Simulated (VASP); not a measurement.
Band structure of La (space group P6_3/mmc). Method: PBE GGA, VASP's PBE PAW potentials (set 64) (plane waves; VASP).

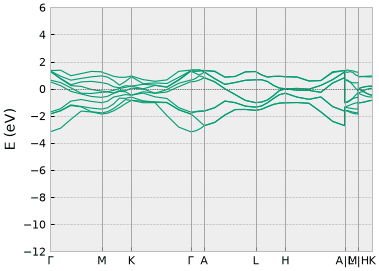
Figure: Bands along high-symmetry lines, zero at the valence-band maximum or, without a gap, the Fermi level

Task: Read the plot: is there a gap, and where are the band edges?

Result: It has no gap at this level: it comes out as a metal or semimetal.

The structure is a typed La crystal. The cell was not relaxed at this level.
